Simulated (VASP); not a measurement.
**ZnCdTeO: structure and properties in VASP**

Aim: relax ZnCdTeO, then compute properties on the relaxed cell. The steps: relaxing cell and atoms (TPSS + D3), second relaxation, single point with fields (TPSS + D3), bands along the symmetry lines (TPSS + D3), density of states (TPSS + D3), volume scan with TPSS + D3, fit for TPSS + D3, field gradients at the nuclei (TPSS + D3), vibrations at Γ (TPSS + D3) and density of states (TPSS + D3), changed input. The cell is invented: it takes the structure of a Materials Project entry for ZnCdSeS (space group 156 there), with some of its atoms replaced by other elements, volume scaled by an estimate. It may not be a known or stable phase. Left out of this account: 1 further run (core levels: core levels are not valid at this level).

Main program and level: VASP 6.6.1; TPSS with D3; plane waves and PAW (Te, Cd, Zn, O); invented cell.

## Step 1: Set-up

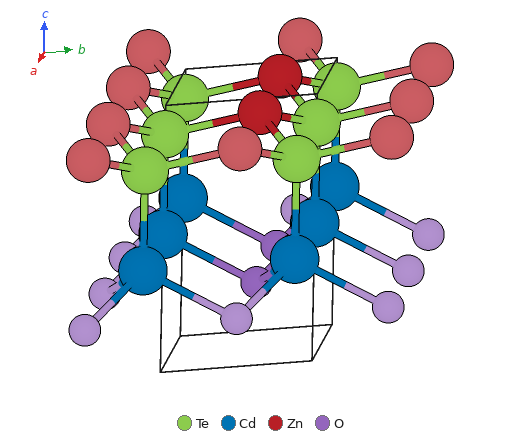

Start, viewed slightly off an axis; tellurium green, cadmium blue, zinc red, oxygen purple. 2×1×1 cells are drawn. Some periodic images of atoms are drawn too.

## Step 2: Relaxing cell and atoms (TPSS + D3)

Properties are meant for the cell that this level of theory prefers, so cell and atoms are relaxed first (ISIF = 3) until forces and stress are small; EDIFFG sets the threshold. TPSS is an older meta-GGA. A dispersion term adds the long-range attraction that semilocal functionals lack. D3 makes the C6 coefficients depend on coordination; zero damping switches the term off at short range.

File INCAR:

```
SYSTEM = ZnCdTeO
PREC = Accurate
ENCUT = 520
EDIFF = 1E-06
NELM = 100
ISMEAR = -1
SIGMA = 0.05
LREAL = .FALSE.
ALGO = Normal
METAGGA = TPSS
IVDW = 11
LASPH = .TRUE.
NBANDS = 24
LORBIT = 11
LWAVE = .FALSE.
LCHARG = .FALSE.
KPAR = 2
IBRION = 2
NSW = 60
ISIF = 3
EDIFFG = -0.01
```

File POSCAR:

```
ZnCdTeO
1.0
    3.9544890000      0.0000000000      0.0000000000
   -1.9772450000      3.4246880000      0.0000000000
    0.0000000000      0.0000000000      6.5732720000
Te Cd Zn O
1 1 1 1
Direct
    0.0000000000      0.0000000000      0.8919620000
    0.0000000000      0.0000000000      0.5169700000
    0.3333333300      0.6666666700      0.9895030000
    0.3333333300      0.6666666700      0.3535650000
```

File KPOINTS:

```
Automatic mesh
0
Gamma
8 8 4
0 0 0
```

PAW data sets: Te, Cd, Zn and O (PBE family, release 64).

On the command line:

```
mpirun -np 2 vasp_std
```

Output:

```text
[banner, memory and clock lines left out]
running    2 mpi-ranks, on    1 nodes
 distrk:  each k-point on    1 cores,    2 groups
 distr:  one band on    1 cores,    1 groups

 POSCAR found type information on POSCAR TeCdZnO
 POSCAR found :  4 types and       4 ions
|                                                                             |
|               ----> ADVICE to this user running VASP <----                  |
|                                                                             |
|     You enforced a specific xc type in the INCAR file but a different       |
|     [... a line on the potential file left out ...]
|     I HOPE YOU KNOW WHAT YOU ARE DOING!                                     |
|                                                                             |

 LDA part: xc-table for (None), standard interpolation
 POSCAR, INCAR and KPOINTS ok, starting setup
 FFT: planning ... GRIDC
 FFT: planning ... GRID_SOFT
 FFT: planning ... GRID
 WAVECAR not read
 entering main loop
       N       E                     dE             d eps       ncg     rms          rms(c)
DAV:   1     0.243568260585E+03    0.24357E+03   -0.17158E+04  1680   0.158E+03
DAV:   2    -0.821737279300E+01   -0.25179E+03   -0.24298E+03  1816   0.382E+02
DAV:   3    -0.277588903901E+02   -0.19542E+02   -0.19390E+02  2064   0.109E+02
DAV:   4    -0.280362948565E+02   -0.27740E+00   -0.27721E+00  1912   0.136E+01
DAV:   5    -0.280402350808E+02   -0.39402E-02   -0.39401E-02  2176   0.146E+00    0.115E+01
DAV:   6    -0.395458000453E+02   -0.11506E+02   -0.76139E+01  1696   0.838E+01    0.123E+01
DAV:   7    -0.375660515426E+02    0.19797E+01   -0.18504E+00  1968   0.150E+01    0.905E+00
DAV:   8    -0.371461247992E+02    0.41993E+00   -0.93239E+00  1896   0.182E+01    0.565E+00
DAV:   9    -0.369845444879E+02    0.16158E+00   -0.40254E+00  1944   0.931E+00    0.221E+00
DAV:  10    -0.370079467685E+02   -0.23402E-01   -0.13347E+00  2248   0.682E+00    0.237E+00
DAV:  11    -0.369203794128E+02    0.87567E-01   -0.27532E-01  1896   0.260E+00    0.674E-01
DAV:  12    -0.369251236948E+02   -0.47443E-02   -0.94696E-02  1696   0.144E+00    0.351E-01
DAV:  13    -0.369252122899E+02   -0.88595E-04   -0.20195E-03  2056   0.350E-01    0.295E-01
DAV:  14    -0.369242936044E+02    0.91869E-03   -0.24822E-03  1728   0.229E-01    0.110E-01
DAV:  15    -0.369242694989E+02    0.24106E-04   -0.14673E-03  1960   0.194E-01    0.398E-02
DAV:  16    -0.369242923519E+02   -0.22853E-04   -0.40777E-05  1880   0.499E-02    0.308E-02
DAV:  17    -0.369242851091E+02    0.72428E-05   -0.35346E-05  1768   0.339E-02    0.148E-02
DAV:  18    -0.369242876900E+02   -0.25809E-05   -0.54190E-06  1584   0.172E-02    0.111E-02
DAV:  19    -0.369242882442E+02   -0.55422E-06   -0.51438E-07  1376   0.594E-03
   1 F= -.38367087E+02 E0= -.38367056E+02  d E =-.383671E+02
 curvature:   0.00 expect dE= 0.000E+00 dE for cont linesearch  0.000E+00
 trial: gam= 0.00000 g(F)=  0.172E+01 g(S)=  0.206E+00 ort = 0.000E+00 (trialstep = 0.100E+01)
 search vector abs. value=  0.193E+01
 bond charge predicted
       N       E                     dE             d eps       ncg     rms          rms(c)
DAV:   1    -0.385380623308E+02   -0.16138E+01   -0.92689E+02  1680   0.280E+02    0.186E+01
DAV:   2    -0.384493885283E+02    0.88674E-01   -0.25595E+01  2120   0.685E+01    0.692E+00
DAV:   3    -0.383170347487E+02    0.13235E+00   -0.10887E+00  1824   0.922E+00    0.583E+00
DAV:   4    -0.382368357654E+02    0.80199E-01   -0.12854E-01  1888   0.243E+00    0.381E+00
DAV:   5    -0.381719633531E+02    0.64872E-01   -0.12222E-01  2256   0.313E+00    0.762E-01
DAV:   6    -0.381725048901E+02   -0.54154E-03   -0.15222E-02  1752   0.993E-01    0.478E-01
DAV:   7    -0.381726153865E+02   -0.11050E-03   -0.13900E-03  2144   0.255E-01    0.285E-01
DAV:   8    -0.381728691552E+02   -0.25377E-03   -0.12576E-03  1832   0.237E-01    0.437E-02
DAV:   9    -0.381729360240E+02   -0.66869E-04   -0.17911E-04  2048   0.864E-02    0.321E-02
DAV:  10    -0.381730012521E+02   -0.65228E-04   -0.13371E-04  1792   0.606E-02    0.123E-02
DAV:  11    -0.381730134586E+02   -0.12207E-04   -0.23995E-05  2032   0.269E-02    0.717E-03
DAV:  12    -0.381730167190E+02   -0.32604E-05   -0.57312E-06  1536   0.165E-02    0.280E-03
DAV:  13    -0.381730197386E+02   -0.30196E-05   -0.98200E-06  1824   0.156E-02    0.243E-03
DAV:  14    -0.381730200829E+02   -0.34426E-06   -0.42705E-07  1456   0.412E-03
   2 F= -.39473708E+02 E0= -.39473093E+02  d E =-.110662E+01
[... from here on, the cycles between the ionic steps are left out ...]
   3 F= -.39585066E+02 E0= -.39584434E+02  d E =-.121798E+01
   4 F= -.39591871E+02 E0= -.39590003E+02  d E =-.122478E+01
   5 F= -.39890511E+02 E0= -.39889009E+02  d E =-.298640E+00
   6 F= -.40037901E+02 E0= -.40036198E+02  d E =-.446030E+00
   7 F= -.40200459E+02 E0= -.40199166E+02  d E =-.162558E+00
   8 F= -.40217592E+02 E0= -.40216443E+02  d E =-.179691E+00
   9 F= -.40291796E+02 E0= -.40290529E+02  d E =-.742037E-01
  10 F= -.40291798E+02 E0= -.40290532E+02  d E =-.742060E-01
  11 F= -.40299265E+02 E0= -.40297887E+02  d E =-.746676E-02
  12 F= -.40299281E+02 E0= -.40297896E+02  d E =-.748338E-02
  13 F= -.40301906E+02 E0= -.40300412E+02  d E =-.262463E-02
  14 F= -.40302081E+02 E0= -.40300531E+02  d E =-.279976E-02
  15 F= -.40303662E+02 E0= -.40301999E+02  d E =-.158059E-02
  16 F= -.40303778E+02 E0= -.40302075E+02  d E =-.169681E-02
  17 F= -.40304601E+02 E0= -.40302873E+02  d E =-.823095E-03
  18 F= -.40304603E+02 E0= -.40302874E+02  d E =-.825267E-03
  19 F= -.40304697E+02 E0= -.40302990E+02  d E =-.936967E-04
  20 F= -.40304720E+02 E0= -.40303031E+02  d E =-.116656E-03
  21 F= -.40304714E+02 E0= -.40303045E+02  d E =0.546345E-05
 trial-energy change:    0.000005  1 .order    0.000006   -0.000060    0.000072
 step:   0.7569(harm=  0.7569)  dis= 0.00058  next Energy=   -40.304734 (dE=-0.137E-04)
 bond charge predicted
       N       E                     dE             d eps       ncg     rms          rms(c)
DAV:   1    -0.389243594659E+02   -0.82073E-03   -0.93179E-03  1688   0.851E-01    0.807E-02
DAV:   2    -0.389243216752E+02    0.37791E-04   -0.54650E-04  2016   0.312E-01    0.316E-02
DAV:   3    -0.389243082738E+02    0.13401E-04   -0.25555E-05  2064   0.588E-02    0.211E-02
DAV:   4    -0.389243022885E+02    0.59853E-05   -0.64556E-06  1856   0.208E-02    0.937E-03
DAV:   5    -0.389242998563E+02    0.24322E-05   -0.78387E-07   952   0.118E-02    0.218E-03
DAV:   6    -0.389242993301E+02    0.52629E-06   -0.42846E-07   848   0.733E-03
  22 F= -.40304735E+02 E0= -.40303055E+02  d E =-.147665E-04
 curvature:  -0.59 expect dE=-0.126E-05 dE for cont linesearch -0.159E-06
 trial: gam= 0.00000 g(F)=  0.124E-05 g(S)=  0.907E-06 ort =-0.390E-05 (trialstep = 0.148E+01)
 search vector abs. value=  0.215E-05
 reached required accuracy - stopping structural energy minimisation
```

Elapsed: 17 min, on 2 MPI ranks of Intel Xeon 6975P-C (Granite Rapids), shared host; peak memory 0.57 GiB.

Lines that name or quote the potential files are left out of all logs, and their timing lines are given in words.

OUTCAR, selected parts (step 2):

```text
ion  position               nearest neighbor table
   1  0.000  0.000  0.892-   3 2.37   3 2.37   3 2.37   2 2.46
   2  0.000  0.000  0.517-   1 2.46   4 2.52   4 2.52   4 2.52
   3  0.333  0.667  0.990-   1 2.37   1 2.37   1 2.37   4 2.39
   4  0.333  0.667  0.354-   3 2.39   2 2.52   2 2.52   2 2.52

  LATTYP: Found a hexagonal cell.
 ALAT       =     3.9544890000
 C/A-ratio  =     1.6622304424

 Subroutine GETGRP returns: Found  6 space group operations
 (whereof  6 operations were pure point group operations)

The static configuration has the point symmetry C_3v.

 Found     35 irreducible k-points:

   k-points           NKPTS =     35   k-points in BZ     NKDIM =     35   number of bands    NBANDS=     24

   dimension x,y,z NGX =    30 NGY =   30 NGZ =   50
   dimension x,y,z NGXF=    60 NGYF=   60 NGZF=  100

   ENCUT  =  520.0 eV  38.22 Ry    6.18 a.u.   7.35  7.35 12.22*2*pi/ulx,y,z

   NELECT =      36.0000    total number of electrons

 k-points in reciprocal lattice and weights: Automatic mesh
   0.00000000  0.00000000  0.00000000       0.004
   0.12500000  0.00000000  0.00000000       0.023
   0.25000000  0.00000000  0.00000000       0.023
   0.37500000  0.00000000  0.00000000       0.023
   0.50000000  0.00000000  0.00000000       0.012
   0.12500000  0.12500000  0.00000000       0.023
   0.25000000  0.12500000  0.00000000       0.047
   0.37500000  0.12500000  0.00000000       0.047
   0.25000000  0.25000000  0.00000000       0.023
[...]
0.25000000  0.25000000  0.50000000       0.023
   0.37500000  0.25000000  0.50000000       0.023

 Edisp (eV)   -1.38117

 average (electrostatic) potential at core
       1 -91.9103       2 -39.6624       3 -37.6592       4 -73.7755

 E-fermi :   3.3184

 k-point     1 :       0.0000    0.0000    0.0000
  band No.  band energies     occupation
    ...
     13      -2.5849      2.00000
     14       0.7618      2.00000
     15       0.7618      2.00000
     16       1.5596      2.00000
     17       2.0397      2.00000
     18       3.4303      0.19264
     19       3.4303      0.19264
     20       6.8457      0.00000
     21       9.0426      0.00000
     22       9.0426      0.00000
    ...

 k-point     2 :       0.1250    0.0000    0.0000
  band No.  band energies     occupation
    ...
     15       0.6348      2.00000
     16       1.5031      2.00000
     17       2.0858      2.00000
     18       2.8550      1.99981
     19       3.1743      1.89382
     20       7.4835      0.00000
     21       8.7401      0.00000
     22       9.4720      0.00000
     23      10.2862      0.00000
     24      10.9541      0.00000

 k-point     3 :       0.2500    0.0000    0.0000
  band No.  band energies     occupation
    ...
     14      -0.6183      2.00000
     15       0.3276      2.00000
     16       0.5262      2.00000
     17       1.3014      2.00000
     18       2.6710      2.00000
     19       3.7692      0.00024
     20       6.8645      0.00000
     21       8.3707      0.00000
     22       9.4233      0.00000
     23      10.0234      0.00000
    ...

 Edisp (eV)   -1.38044

  Total       0.00585     0.00585     0.00257    -0.00000     0.00000     0.00000
  in kB       0.10893     0.10893     0.04789    -0.00000     0.00000     0.00000
  external pressure =        0.09 kB  Pullay stress =        0.00 kB

  energy-cutoff  :      520.00
  volume of cell :       86.11
      direct lattice vectors                 reciprocal lattice vectors
     3.937340729  0.000000010  0.000000000     0.253978527  0.146634605 -0.000000000
    -1.968670854  3.409837155  0.000000000    -0.000000001  0.293269137 -0.000000000
     0.000000000  0.000000000  6.413523946    -0.000000000 -0.000000000  0.155920522

 POSITION                                       TOTAL-FORCE (eV/Angst)
 -----------------------------------------------------------------------------------
      0.00000      0.00000      5.64316         0.000000      0.000000      0.002408
      0.00000      0.00000      2.84897        -0.000000     -0.000000     -0.003790
     -0.00000      2.27322      0.40054        -0.000000     -0.000000     -0.000836
     -0.00000      2.27322      2.34383         0.000000      0.000000      0.002217
 -----------------------------------------------------------------------------------
    total drift:                                0.000010     -0.000019      0.010711

  FREE ENERGIE OF THE ION-ELECTRON SYSTEM (eV)
  ---------------------------------------------------
  free  energy   TOTEN  =       -40.3047346412 eV

  energy  without entropy=      -40.3013747439  energy(sigma->0) =      -40.30305469

 reached required accuracy - stopping structural energy minimisation

 total charge
# of ion       s       p       d       tot
------------------------------------------
    1        1.342   2.123   0.034   3.499
    2        0.365   0.226   9.575  10.166
    3        0.548   0.523   9.838  10.908
    4        1.547   3.338   0.000   4.885
--------------------------------------------------
tot          3.802   6.210  19.446  29.458

[... 3 further parts left out ...]
```

CONTCAR:

```
ZnCdTeO
   1.00000000000000
     3.9373407294887657    0.0000000095256263    0.0000000000000000
    -1.9686708543267453    3.4098371548415862    0.0000000000000000
     0.0000000000000000    0.0000000000000000    6.4135239461025844
  Te              Cd              Zn              O
     1     1     1     1
Direct
     0.0000000000000000    0.0000000000000000    0.8798838938270923
     0.0000000000000000    0.0000000000000000    0.4442127651585563
     0.3333333300000021    0.6666666699999979    0.0624524523159772
     0.3333333300000021    0.6666666699999979    0.3654508886983766
```

The k-mesh is coarse for a metal. The PAW data sets were made with PBE, which is usual practice but a small mismatch for other functionals. The run keeps the 6 symmetry operations of its start, so it cannot find a distortion of lower symmetry.

The steps of the relaxation:

| step | energy less that of the first step (eV) | largest force (eV/Å) | pressure (GPa) | volume (Å³) |
| --- | --- | --- | --- | --- |
| 1 | 0.0000 | 4.7825 | 3.96 | 89.02 |
| 2 | -1.1066 | 2.3056 | -4.55 | 96.29 |
| 3 | -1.2180 | 1.9712 | -6.02 | 98.74 |
| 4 | -1.2248 | 1.3091 | -7.85 | 103.77 |
| 5 | -1.5234 | 3.1657 | 2.64 | 88.14 |
| 6 | -1.6708 | 1.1524 | -2.32 | 93.06 |
| 7 | -1.8334 | 1.0568 | -0.53 | 88.28 |
| 8 | -1.8505 | 1.0030 | 0.66 | 86.21 |
| 9 | -1.9247 | 0.2650 | 0.69 | 85.02 |
| 10 | -1.9247 | 0.2676 | 0.68 | 85.02 |
| 11 | -1.9322 | 0.1070 | -0.34 | 86.40 |
| 12 | -1.9322 | 0.1013 | -0.38 | 86.47 |
| 13 | -1.9348 | 0.0986 | 0.02 | 86.07 |
| 14 | -1.9350 | 0.1092 | 0.16 | 85.93 |
| 15 | -1.9366 | 0.0915 | 0.03 | 86.04 |
| 16 | -1.9367 | 0.0829 | -0.05 | 86.07 |
| 17 | -1.9375 | 0.0229 | 0.04 | 86.02 |
| 18 | -1.9375 | 0.0256 | 0.03 | 86.02 |
| 19 | -1.9376 | 0.0164 | -0.01 | 86.08 |
| 20 | -1.9376 | 0.0121 | -0.04 | 86.14 |
| 21 | -1.9376 | 0.0175 | 0.05 | 86.06 |
| 22 | -1.9376 | 0.0038 | 0.01 | 86.11 |

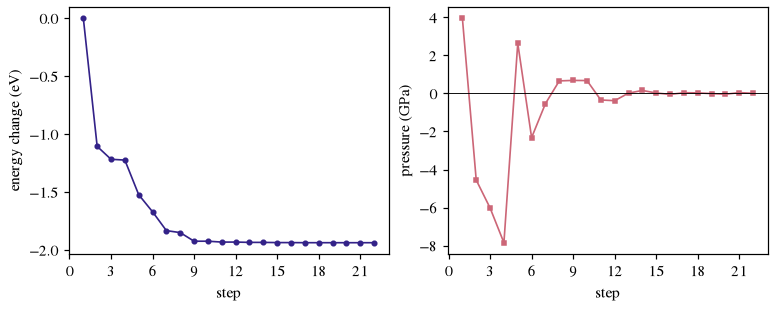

Energy and pressure along the relaxation.

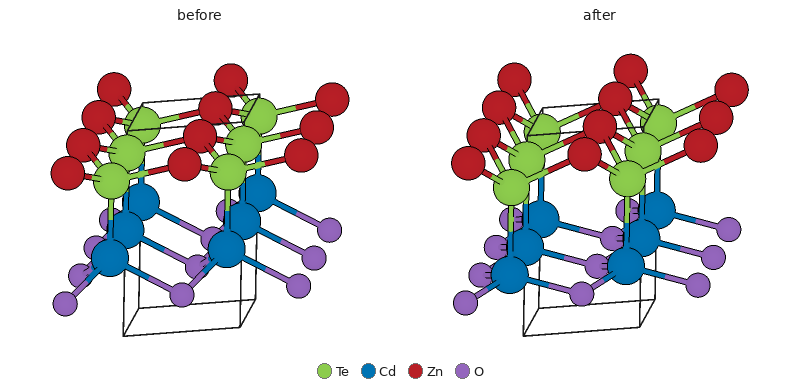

Before and after, at one scale.

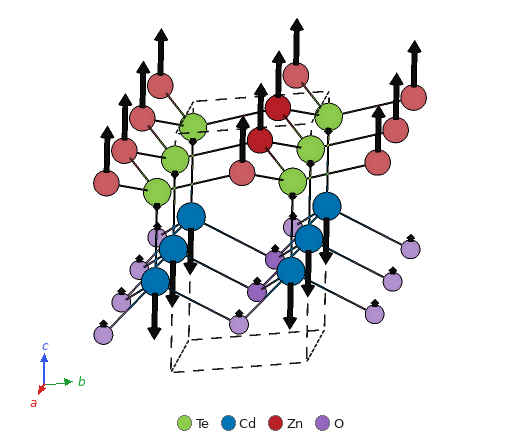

Displacements in the relaxation, exaggerated, measured against the changing cell; the longest in the cell stands for 0.47 Å. 2×1×1 cells are drawn. Some periodic images of atoms are drawn too.

| conventional cell, symmetrised | before | after | change |
| --- | --- | --- | --- |
| a (Å) | 3.954 | 3.937 | -0.4 % |
| b (Å) | 3.954 | 3.937 | -0.4 % |
| c (Å) | 6.573 | 6.414 | -2.4 % |
| volume (Å³/atom) | 22.26 | 21.53 | -3.3 % |

The atoms that moved most (Å, as changes of fractional coordinates times the final cell):

| atom | dx | dy | dz | length |
| --- | --- | --- | --- | --- |
| Zn3 | 0.000 | 0.000 | 0.468 | 0.468 |
| Cd2 | 0.000 | 0.000 | -0.467 | 0.467 |
| Te1 | 0.000 | 0.000 | -0.077 | 0.077 |
| O4 | 0.000 | 0.000 | 0.076 | 0.076 |

The relaxed structure:

```
Te Cd Zn O
1.0
     3.93734    0.00000    0.00000
    -1.96867    3.40984    0.00000
     0.00000    0.00000    6.41352
Te Cd Zn O
1 1 1 1
Direct
  0.00000 0.00000 0.87988
  0.00000 0.00000 0.44421
  0.33333 0.66667 0.06245
  0.33333 0.66667 0.36545
```

This step gave:

```yaml
electrons: 36
bands: 24
irreducible_k_points: 35
symmetry_operations: 6
free_energy_toten: -40.30 eV
energy_at_zero_smearing: -40.30 eV
fermi_energy: 3.318 eV
pressure: 0.008858 GPa
metallic: yes
scf_cycles_over_all_ionic_steps: 193
```

It ends with a largest force of 0.004 eV/Å and a pressure of 0.01 GPa.

(Continued in part 2 of 5.)

[Lines on the potential files, build, host, timing and source positions are cut from VASP's logs without a mark.]

[Logs are printed without paths, hosts, clocks, repeated set-up lines and the standing remarks that a program may print on its own settings, such as how far it seeks lower states.]

[Hosts, paths, dates, database ids (printed as entryN), source tags and the programs' standing remarks are cut or masked in the printed files.]

[A measured line is paired with the nearest computed mode of its activity, which favours agreement.]

[In band tables of VASP the shares of atoms and orbitals are scaled to a sum of 1 inside the atoms' spheres.]
